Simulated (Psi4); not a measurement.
# CH5Al (AlH2Me): wB97M-V/aug-cc-pVDZ

Aim: the vertical ionisation energy of CH5Al (AlH2Me) at wB97M-V/aug-cc-pVDZ, from 2 runs. 

Program for the calculation: Psi4 1.11.

1 further run of the same task is left out (set aside as unsound or not needed).

**1. The molecule**

CH5Al: 7 atoms, total charge 0, spin state singlet. SMILES: `[H][Al]([H])[CH3]`. The shape comes from GFN2-xTB, which is rough for such elements, and wasn't checked as a minimum.

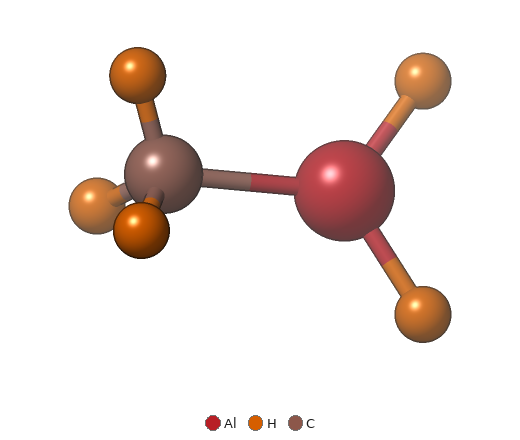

The structure, seen from a chosen angle (aluminium red, hydrogen orange, carbon brown).

**2. The energy at wB97M-V/aug-cc-pVDZ**

job.in reads:

```
memory 1.6 GB

molecule {
  0 1
  Al
  H 1 r2
  H 1 r3 2 a3
  C 1 r4 2 a4 3 d4
  H 4 r5 1 a5 2 d5
  H 4 r6 5 a6 1 d6
  H 4 r7 5 a7 6 d7

  r2 = 1.551489
  r3 = 1.551494
  a3 = 112.53018
  r4 = 1.984538
  a4 = 123.75085
  d4 = -179.50304
  r5 = 1.097197
  a5 = 113.23503
  d5 = -85.71209
  r6 = 1.097862
  a6 = 106.09659
  d6 = 123.4517
  r7 = 1.098086
  a7 = 105.94103
  d7 = 113.2066
  symmetry c1
  no_reorient
  no_com
}

set {
  reference rks
  puream true
  e_convergence 1e-09
  d_convergence 1e-08
  scf_type pk
  dft_radial_points 99
  dft_spherical_points 590
}

energy_value, wavefunction = energy("wb97m-v/aug-cc-pVDZ", return_wfn=True)
print_variables()
```

On the command line:

```sh
$ psi4 -i job.in -o job.out -n 1
```

job.out (excerpt; [...] marks lines left out):

```text
[...]
  Running in c1 symmetry.
[...]
  Nuclear repulsion =   50.267348425548739
[...]
  Multiplicity = 1
[...]
  Nalpha       = 12
  Nbeta        = 12
[...]
    Number of basis functions: 95
[...]
   @RKS iter   1:  -283.27795940826041   -5.93395e-01   6.25659e-03 ADIIS/DIIS
[...]
   @RKS iter  10:  -283.46444399198214   -3.01270e-12   2.96004e-09 DIIS
[...]
    Orbital Energies [Eh]
    ---------------------
    Doubly Occupied:
       1A    -56.314371     2A    -10.332599     3A     -4.287241
       4A     -2.805659     5A     -2.797826     6A     -2.797018
       7A     -0.797122     8A     -0.513039     9A     -0.492350
      10A     -0.491232    11A     -0.383115    12A     -0.381979
[...]
  @RKS Final Energy:  -283.46444399198214
   => Energetics <=
    Nuclear Repulsion Energy =             50.2673484255487395
    One-Electron Energy =                -490.8437382083373564
    Two-Electron Energy =                 176.0170038681881124
    DFT Exchange-Correlation Energy =     -19.0045832044908920
    Empirical Dispersion Energy =           0.0000000000000000
    VV10 Nonlocal Energy =                  0.0995251271092658
    Total Energy =                       -283.4644439919821366
[...]
 Multipole Moments:
 ------------------------------------------------------------------------------------
     Multipole            Electronic (a.u.)      Nuclear  (a.u.)        Total (a.u.)
 ------------------------------------------------------------------------------------
 L = 1.  Multiply by 2.5417464519 to convert [e a0] to [Debye]
 Dipole X            :          0.0389858           -0.0356629            0.0033229
 Dipole Y            :          1.9217008           -2.1966037           -0.2749028
 Dipole Z            :          1.2838927           -1.4668952           -0.1830025
 Magnitude           :                                                    0.3302613
[...]
```

Run time: 82 s. Hardware: 1 thread of Intel Xeon 6975P-C (Granite Rapids), shared host; peak memory 0.99 GiB.

**3. The doublet cation**

job.json reads:

```json
{
 "schema_name": "qcschema_input",
 "schema_version": 1,
 "molecule": {
  "schema_name": "qcschema_molecule",
  "schema_version": 2,
  "symbols": ["Al", "H", "H", "C", "H", "H", "H"],
  "geometry": [1.00578783, 1.7498486, -0.00536682, 3.92989335, 1.94779741, 0.07458749, -0.29683818, 4.37586871, -0.06202081, -0.86322689, -1.501463, -0.00519675, -1.09341443, -2.31272242, -1.89936373, -2.77646121, -1.30445905, 0.77257673, 0.09427844, -2.95485136, 1.12476499],
  "molecular_charge": 1,
  "molecular_multiplicity": 2,
  "fix_symmetry": "c1",
  "fix_com": true,
  "fix_orientation": true
 },
 "driver": "energy",
 "model": {
  "method": "wb97m-v",
  "basis": "aug-cc-pVDZ"
 },
 "keywords": {
  "reference": "uks",
  "puream": true,
  "e_convergence": 1e-09,
  "d_convergence": 1e-08,
  "scf_type": "pk",
  "dft_radial_points": 99,
  "dft_spherical_points": 590,
  "maxiter": 200
 }
}
```

On the command line:

```sh
$ psi4 --qcschema job.json -n 1 --memory 1600MB
```

stdout (excerpt; [...] marks lines left out):

```text
[...]
  Running in c1 symmetry.
[...]
  Nuclear repulsion =   50.267355857641746
[...]
  Multiplicity = 2
[...]
  Nalpha       = 12
  Nbeta        = 11
[...]
    Number of basis functions: 95
[...]
   @UKS iter   1:  -282.86573898384415   -1.81174e-01   6.21700e-03 DIIS/ADIIS
[...]
   @UKS iter  16:  -283.06558912343974   -2.89901e-12   6.93113e-09 DIIS
[...]
   @S^2 Observed:                7.654855781E-01
[...]
    Orbital Energies [Eh]
    ---------------------
    Alpha Occupied:
       1A    -56.607535     2A    -10.529148     3A     -4.577007
       4A     -3.093071     5A     -3.092949     6A     -3.084495
       7A     -0.988330     8A     -0.820558     9A     -0.726647
      10A     -0.676146    11A     -0.674390    12A     -0.608658
    Alpha Virtual:
      13A     -0.215562    14A     -0.134993    15A     -0.118591
      16A     -0.112327    17A     -0.092103    18A     -0.077093
      19A     -0.075514    20A     -0.067222    21A     -0.063083
      22A     -0.049328    23A     -0.044749    24A     -0.042428
      25A     -0.022140    26A     -0.017991    27A     -0.013950
[...]
  @UKS Final Energy:  -283.06558912343974
   => Energetics <=
    Nuclear Repulsion Energy =             50.2673558576417463
    One-Electron Energy =                -484.7630816549744281
    Two-Electron Energy =                 170.1897235346090440
    DFT Exchange-Correlation Energy =     -18.8558403554367118
    Empirical Dispersion Energy =           0.0000000000000000
    VV10 Nonlocal Energy =                  0.0962534947206180
    Total Energy =                       -283.0655891234397359
[...]
 Multipole Moments:
 ------------------------------------------------------------------------------------
     Multipole            Electronic (a.u.)      Nuclear  (a.u.)        Total (a.u.)
 ------------------------------------------------------------------------------------
 L = 1.  Multiply by 2.5417464519 to convert [e a0] to [Debye]
 Dipole X            :         -6.7343671            7.7533384            1.0189713
 Dipole Y            :        -11.7137498           13.4908871            1.7771373
 Dipole Z            :          0.0909033           -0.0904045            0.0004988
 Magnitude           :                                                    2.0485409
[...]
```

The result, in JSON:

```text
{
 "driver": "energy",
 "model": {
  "method": "wb97m-v",
  "basis": "aug-cc-pVDZ"
 },
 "success": true,
 "return_result": -283.06558912343974,
 "properties": {
  "calcinfo_nbasis": 95,
  "calcinfo_nmo": 95,
  "calcinfo_nalpha": 12,
  "calcinfo_nbeta": 11,
  "calcinfo_natom": 7,
  "nuclear_repulsion_energy": 50.267355857641746,
  "return_energy": -283.06558912343974,
  "scf_one_electron_energy": -484.7630816549744,
  "scf_two_electron_energy": 170.18972353460904,
  "scf_vv10_energy": 0.09625349472061805,
  "scf_xc_energy": -18.85584035543671,
  "scf_dipole_moment": [1.0189712782574576, 1.7771372978349103, 0.0004987862513925467],
  "scf_total_energy": -283.06558912343974,
  "scf_iterations": 16
 }
}
```

Wall time 2.3 min (1 thread of Intel Xeon 6975P-C (Granite Rapids), shared host); peak memory 0.99 GiB.

**4. Results**

Level: wB97M-V/aug-cc-pVDZ.

| quantity | value |
| --- | --- |
| singlet CH5Al: total energy | -283.46444 Eh |
| singlet CH5Al: dipole moment | 0.84 D |
| singlet CH5Al: HOMO energy | -10.39 eV |
| singlet CH5Al: LUMO energy | -0.03 eV |
| singlet CH5Al: HOMO–LUMO gap | 10.36 eV |
| doublet cation: total energy | -283.06559 Eh |
| doublet cation: HOMO energy (highest over α and β) | -16.24 eV |
| doublet cation: LUMO energy (lowest over α and β) | -11.32 eV |
| doublet cation: ⟨S²⟩ | 0.765 |
| vertical ionisation energy (to the doublet cation) | 10.853 eV |

What this shows: Removing an electron at fixed nuclei costs 10.85 eV (250 kcal/mol). The negative HOMO energy of the first species, 10.39 eV, lies 0.46 eV below that difference.
